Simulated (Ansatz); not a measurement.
**Work function of Nb(110): what the settings cost and change**

Aim: the work function of Nb(110) against thickness and vacuum, with the cost.

Calculated with Ansatz 0.2.0; plane-wave DFT, PBE, Ansatz PAW.

The experiments to compare with:

“Anisotropic work function of elemental crystals” (2019, arxiv:1902.07811) quotes from earlier work for Nb (clean (110) face, a compiled value): work function (clean (110) face, a compiled value) 4.63 eV.

This is a report of a sequence of runs, with most program output left out.

## Step 1: Set-up

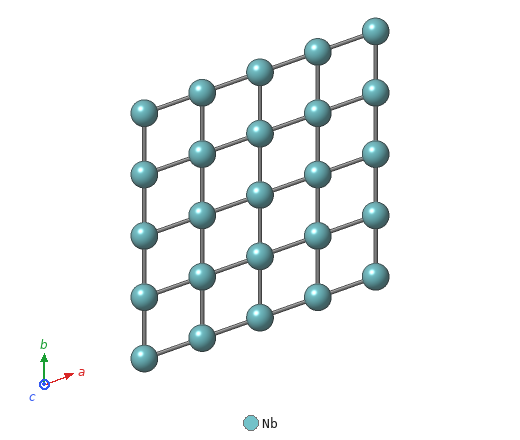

Start, viewed from above; niobium teal. 4×4×1 cells are drawn. Some periodic images of atoms are drawn too.

The cell holds 1 atom: 1 Nb. Its edges and angles: a = 2.858 Å, b = 2.858 Å, c = 18.000 Å, α = 90.0°, β = 90.0°, γ = 70.5°. Vacuum lies along c.

## Step 2: Slab, setting 1 layer

A work function rests on the faint tail of the density, so the SCF threshold is tight. The slab grows from one layer, at fixed mesh and 18 Å of vacuum; then the vacuum is varied on one slab.

input.yaml

```yaml
crystal:
  lattice:
    - [2.3334523779, -1.65, 0.0]
    - [2.3334523779, 1.65, 0.0]
    - [0.0, 0.0, 18.0]
  atoms:
    - { symbol: Nb, position: [0.0, 0.0, 0.5] }
kpoints:
  mp_grid: { grid: [15, 15, 1] }
hamiltonian:
  xc: pbe
scf:
  occupations: { method: fermi_dirac, width: 0.1 }
  convergence: { dr2_threshold: 1.0e-09 }
efield:
  axis: 3
  dipole_correction: true
  ramp_position: 0.97
  ramp_width: 0.06
output:
  write_potential: true
  write_density: true
  volumetric_format: npy
  elf: true
```

The run is started by

```bash
ansatz run input.yaml --threads 2 --pin off --max-ram 3072MiB --backend cpu --events-out ev --progress --plain --runs-dir out
```

The job ended after 14 s (2 threads of Arm Neoverse N1, shared host; peak memory 0.45 GiB; 27 s of CPU time).

Numbers from this step:

- energy at zero smearing: -4549.7718 eV
- work function, upper face: 4.626 eV

Running mean over 2.333 Å of the planar mean; the ramp of the sawtooth is left out. The electron's electrostatic potential energy less the Fermi level by z:

```
z (Å)  electron's electrostatic potential energy less the Fermi level (eV)
  3.0                                                                 4.63
  3.5                                                                 4.63
  4.0                                                                 4.62
  4.5                                                                 4.62
  5.0                                                                 4.61
  5.5                                                                 4.57
  6.0                                                                 4.44
  6.5                                                                 4.06
  7.0                                                                 2.90
  7.5                                                               -0.406
  8.0                                                                -5.78
  8.5                                                                -9.87
  9.0                                                                -11.0
  9.5                                                                -9.87
 10.0                                                                -5.78
 10.5                                                               -0.406
 11.0                                                                 2.90
 11.5                                                                 4.06
 12.0                                                                 4.44
 12.5                                                                 4.57
 13.0                                                                 4.61
 13.5                                                                 4.62
 14.0                                                                 4.62
 14.5                                                                 4.63
 15.0                                                                 4.63
```

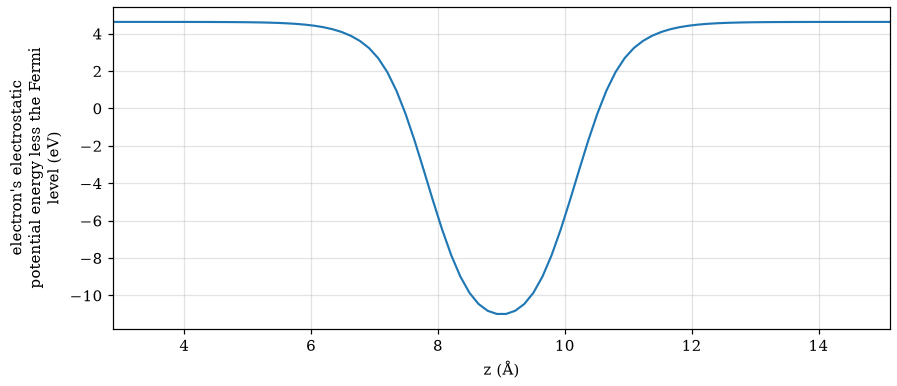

Electron's electrostatic potential energy less the Fermi level, plotted against z.

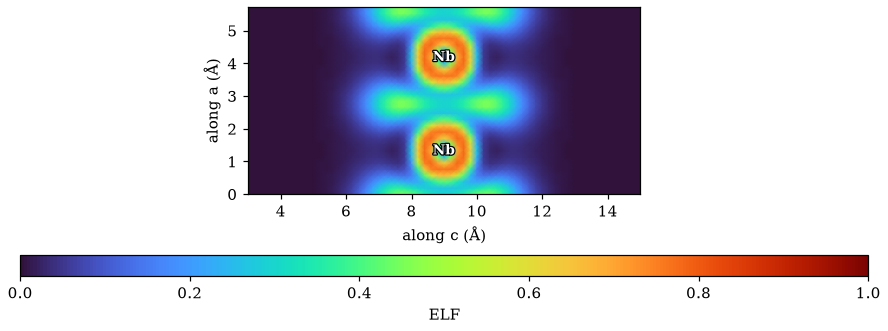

ELF in the ca plane at fractional y = 0.000, with atoms of Nb within 0.2 Å of it. It is the smooth field of the valence electrons, not physical close to the nuclei. The map starts off the cell's origin, so that atoms lie inside it. The far vacuum is left out of the map.

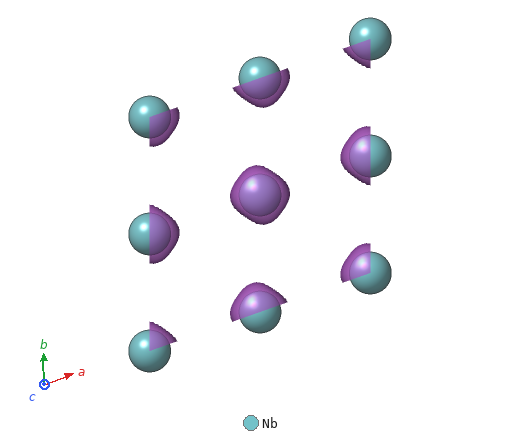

Surface of ELF = 0.7. 2×2×1 cells are drawn.

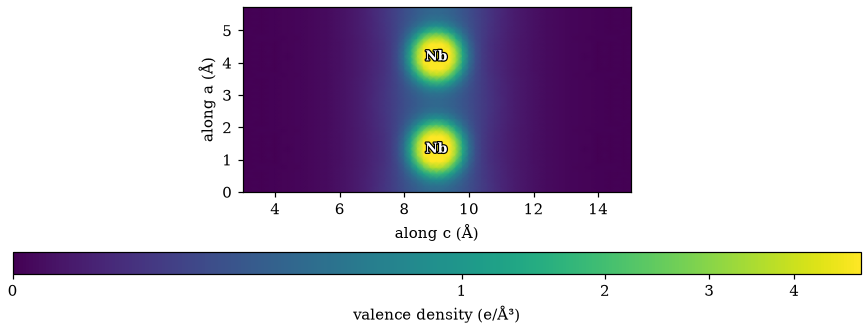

Valence density in the ca plane at fractional y = 0.000, with atoms of Nb within 0.2 Å of it. It is the smooth field of the valence electrons, not physical close to the nuclei. The map starts off the cell's origin, so that atoms lie inside it. The colour scale is stretched toward low values. The far vacuum is left out of the map.

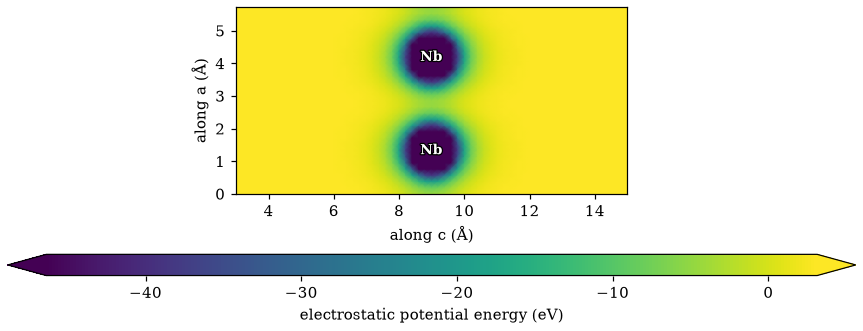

Electrostatic potential energy in the ca plane at fractional y = 0.000, with atoms of Nb within 0.2 Å of it. With pseudopotentials it is smooth inside the atoms' cores, unlike the true potential. The map starts off the cell's origin, so that atoms lie inside it. The far vacuum is left out of the map.

The work function is 4.626 eV.

## Step 3: Run, 2 atoms

System of this step: Nb(110). The cell holds 2 atoms: 2 Nb. Cell: a = 2.858 Å, b = 2.858 Å, c = 20.333 Å, α = 90.0°, β = 90.0°, γ = 70.5°. Vacuum lies along c.

input.yaml, the sections that differ from step 2:

```yaml
crystal:
  lattice:
    - [2.3334523779, -1.65, 0.0]
    - [2.3334523779, 1.65, 0.0]
    - [0.0, 0.0, 20.3334523779]
  atoms:
    - { symbol: Nb, position: [0.0, 0.0, 0.4426203594] }
    - { symbol: Nb, position: [0.5, 0.5, 0.5573796406] }
output:
  write_potential: true
  write_density: true
  volumetric_format: npy
# kpoints, hamiltonian, scf, efield: as in step 2
```

It took 22 s on 2 threads; peak memory 0.45 GiB.

The work function is 4.503 eV, -0.123 eV from the run “1 layer”, at 1.6 times its CPU time.

## Step 4: Slab, 3 atoms

System of this step: Nb(110). The cell holds 3 atoms: 3 Nb. Cell: a = 2.858 Å, b = 2.858 Å, c = 22.667 Å, α = 90.0°, β = 90.0°, γ = 70.5°. Vacuum lies along c.

input.yaml, the sections that differ from step 3:

```yaml
crystal:
  lattice:
    - [2.3334523779, -1.65, 0.0]
    - [2.3334523779, 1.65, 0.0]
    - [0.0, 0.0, 22.6669047558]
  atoms:
    - { symbol: Nb, position: [0.0, 0.0, 0.3970546529] }
    - { symbol: Nb, position: [0.5, 0.5, 0.5] }
    - { symbol: Nb, position: [0.0, 0.0, 0.6029453471] }
# kpoints, hamiltonian, scf, efield, output: as in step 3
```

The job ended after 36 s (2 threads; peak memory 0.54 GiB).

The work function is 4.563 eV, +0.060 eV from the run “2 layers”, at 1.6 times its CPU time.

## Step 5: Run, 4 atoms

System of this step: Nb(110). The cell holds 4 atoms: 4 Nb. Its edges and angles: a = 2.858 Å, b = 2.858 Å, c = 25.000 Å, α = 90.0°, β = 90.0°, γ = 70.5°. Vacuum lies along c.

input.yaml, the sections that differ from step 4:

```yaml
crystal:
  lattice:
    - [2.3334523779, -1.65, 0.0]
    - [2.3334523779, 1.65, 0.0]
    - [0.0, 0.0, 25.0003571337]
  atoms:
    - { symbol: Nb, position: [0.0, 0.0, 0.3599948573] }
    - { symbol: Nb, position: [0.5, 0.5, 0.4533316191] }
    - { symbol: Nb, position: [0.0, 0.0, 0.5466683809] }
    - { symbol: Nb, position: [0.5, 0.5, 0.6400051427] }
# kpoints, hamiltonian, scf, efield, output: as in step 4
```

Wall time 48 s (2 threads); peak memory 0.65 GiB.

The work function is 4.533 eV, -0.030 eV from the run “3 layers”, at 1.3 times its CPU time.

## Step 6: Slab, 5 atoms

System of this step: Nb(110). The cell holds 5 atoms: 5 Nb. Cell: a = 2.858 Å, b = 2.858 Å, c = 27.334 Å, α = 90.0°, β = 90.0°, γ = 70.5°. Vacuum lies along c.

input.yaml, the sections that differ from step 5:

```yaml
crystal:
  lattice:
    - [2.3334523779, -1.65, 0.0]
    - [2.3334523779, 1.65, 0.0]
    - [0.0, 0.0, 27.3338095117]
  atoms:
    - { symbol: Nb, position: [0.0, 0.0, 0.3292625565] }
    - { symbol: Nb, position: [0.5, 0.5, 0.4146312783] }
    - { symbol: Nb, position: [0.0, 0.0, 0.5] }
    - { symbol: Nb, position: [0.5, 0.5, 0.5853687217] }
    - { symbol: Nb, position: [0.0, 0.0, 0.6707374435] }
# kpoints, hamiltonian, scf, efield, output: as in step 5
```

Run time: 67 s. Hardware: 2 threads; peak memory 0.75 GiB; 2.1 min of CPU time.

The work function is 4.545 eV, +0.012 eV from the run “4 layers”, at 1.4 times its CPU time.

## Step 7: Slab, 6 atoms

System of this step: Nb(110). The cell holds 6 atoms: 6 Nb. Its edges and angles: a = 2.858 Å, b = 2.858 Å, c = 29.667 Å, α = 90.0°, β = 90.0°, γ = 70.5°. Vacuum lies along c.

input.yaml, the sections that differ from step 6:

```yaml
crystal:
  lattice:
    - [2.3334523779, -1.65, 0.0]
    - [2.3334523779, 1.65, 0.0]
    - [0.0, 0.0, 29.6672618896]
  atoms:
    - { symbol: Nb, position: [0.0, 0.0, 0.3033646999] }
    - { symbol: Nb, position: [0.5, 0.5, 0.3820188199] }
    - { symbol: Nb, position: [0.0, 0.0, 0.46067294] }
    - { symbol: Nb, position: [0.5, 0.5, 0.53932706] }
    - { symbol: Nb, position: [0.0, 0.0, 0.6179811801] }
    - { symbol: Nb, position: [0.5, 0.5, 0.6966353001] }
# kpoints, hamiltonian, scf, efield, output: as in step 6
```

Wall time 91 s (2 threads); peak memory 0.89 GiB.

The work function is 4.542 eV, -0.003 eV from the run “5 layers”, at 1.3 times its CPU time.

## Step 8: Slab, 8 atoms

System of this step: Nb(110). The cell holds 8 atoms: 8 Nb. Cell: a = 2.858 Å, b = 2.858 Å, c = 34.334 Å, α = 90.0°, β = 90.0°, γ = 70.5°. Vacuum lies along c.

input.yaml, the sections that differ from step 7:

```yaml
crystal:
  lattice:
    - [2.3334523779, -1.65, 0.0]
    - [2.3334523779, 1.65, 0.0]
    - [0.0, 0.0, 34.3341666454]
  atoms:
    - { symbol: Nb, position: [0.0, 0.0, 0.2621295601] }
    - { symbol: Nb, position: [0.5, 0.5, 0.3300925429] }
    - { symbol: Nb, position: [0.0, 0.0, 0.3980555258] }
    - { symbol: Nb, position: [0.5, 0.5, 0.4660185086] }
    - { symbol: Nb, position: [0.0, 0.0, 0.5339814914] }
    - { symbol: Nb, position: [0.5, 0.5, 0.6019444742] }
    - { symbol: Nb, position: [0.0, 0.0, 0.6699074571] }
    - { symbol: Nb, position: [0.5, 0.5, 0.7378704399] }
# kpoints, hamiltonian, scf, efield, output: as in step 7
```

Wall time 2.8 min (2 threads); peak memory 1.2 GiB.

The work function is 4.542 eV, -0.001 eV from the run “6 layers”, at 1.9 times its CPU time.

## Step 9: Run, 10 atoms

System of this step: Nb(110). The cell holds 10 atoms: 10 Nb. Its edges and angles: a = 2.858 Å, b = 2.858 Å, c = 39.001 Å, α = 90.0°, β = 90.0°, γ = 70.5°. Vacuum lies along c.

input.yaml, the sections that differ from step 8:

```yaml
crystal:
  lattice:
    - [2.3334523779, -1.65, 0.0]
    - [2.3334523779, 1.65, 0.0]
    - [0.0, 0.0, 39.0010714012]
  atoms:
    - { symbol: Nb, position: [0.0, 0.0, 0.2307628913] }
    - { symbol: Nb, position: [0.5, 0.5, 0.2905933599] }
    - { symbol: Nb, position: [0.0, 0.0, 0.3504238285] }
    - { symbol: Nb, position: [0.5, 0.5, 0.4102542971] }
    - { symbol: Nb, position: [0.0, 0.0, 0.4700847657] }
    - { symbol: Nb, position: [0.5, 0.5, 0.5299152343] }
    - { symbol: Nb, position: [0.0, 0.0, 0.5897457029] }
    - { symbol: Nb, position: [0.5, 0.5, 0.6495761715] }
    - { symbol: Nb, position: [0.0, 0.0, 0.7094066401] }
    - { symbol: Nb, position: [0.5, 0.5, 0.7692371087] }
# kpoints, hamiltonian, scf, efield, output: as in step 8
```

Run time: 4.1 min. Hardware: 2 threads; peak memory 1.6 GiB.

The work function is 4.541 eV, -0.001 eV from the run “8 layers”, at 1.5 times its CPU time.

## Step 10: Slab, 13 atoms

System of this step: Nb(110). The cell holds 13 atoms: 13 Nb. Its edges and angles: a = 2.858 Å, b = 2.858 Å, c = 46.001 Å, α = 90.0°, β = 90.0°, γ = 70.5°. Vacuum lies along c.

input.yaml, the sections that differ from step 9:

```yaml
crystal:
  lattice:
    - [2.3334523779, -1.65, 0.0]
    - [2.3334523779, 1.65, 0.0]
    - [0.0, 0.0, 46.001428535]
  atoms:
    - { symbol: Nb, position: [0.0, 0.0, 0.1956460981] }
    - { symbol: Nb, position: [0.5, 0.5, 0.2463717484] }
    - { symbol: Nb, position: [0.0, 0.0, 0.2970973987] }
    - { symbol: Nb, position: [0.5, 0.5, 0.3478230491] }
    - { symbol: Nb, position: [0.0, 0.0, 0.3985486994] }
    - { symbol: Nb, position: [0.5, 0.5, 0.4492743497] }
    - { symbol: Nb, position: [0.0, 0.0, 0.5] }
    - { symbol: Nb, position: [0.5, 0.5, 0.5507256503] }
    - { symbol: Nb, position: [0.0, 0.0, 0.6014513006] }
    - { symbol: Nb, position: [0.5, 0.5, 0.6521769509] }
    - { symbol: Nb, position: [0.0, 0.0, 0.7029026013] }
    - { symbol: Nb, position: [0.5, 0.5, 0.7536282516] }
    - { symbol: Nb, position: [0.0, 0.0, 0.8043539019] }
# kpoints, hamiltonian, scf, efield, output: as in step 9
```

It took 7.1 min on 2 threads; peak memory 2.3 GiB.

The work function is 4.541 eV, +0.000 eV from the run “10 layers”, at 1.7 times its CPU time.

## Step 11: Slab, 7 atoms

System of this step: Nb(110). The cell holds 7 atoms: 7 Nb. Cell: a = 2.858 Å, b = 2.858 Å, c = 24.001 Å, α = 90.0°, β = 90.0°, γ = 70.5°. Vacuum lies along c.

input.yaml, the sections that differ from step 10:

```yaml
crystal:
  lattice:
    - [2.3334523779, -1.65, 0.0]
    - [2.3334523779, 1.65, 0.0]
    - [0.0, 0.0, 24.0007142675]
  atoms:
    - { symbol: Nb, position: [0.0, 0.0, 0.2083271333] }
    - { symbol: Nb, position: [0.5, 0.5, 0.3055514222] }
    - { symbol: Nb, position: [0.0, 0.0, 0.4027757111] }
    - { symbol: Nb, position: [0.5, 0.5, 0.5] }
    - { symbol: Nb, position: [0.0, 0.0, 0.5972242889] }
    - { symbol: Nb, position: [0.5, 0.5, 0.6944485778] }
    - { symbol: Nb, position: [0.0, 0.0, 0.7916728667] }
# kpoints, hamiltonian, scf, efield, output: as in step 10
```

It took 1.7 min on 2 threads; peak memory 0.85 GiB; 3.3 min of CPU time.

The work function is 4.523 eV. The program marks this work function as in doubt.

(Part 1 of 2 ends here.)

[Logs are printed without paths, hosts, clocks, repeated set-up lines and the standing remarks that a program may print on its own settings, such as how far it seeks lower states.]

[Hosts, paths, dates, database ids (printed as entryN), source tags and the programs' standing remarks are cut or masked in the printed files.]

[Maps of the electrostatic potential energy from Ansatz leave out the sawtooth potential of an applied field or a dipole correction, so their vacuum need not be flat; planar profiles and work functions include it.]
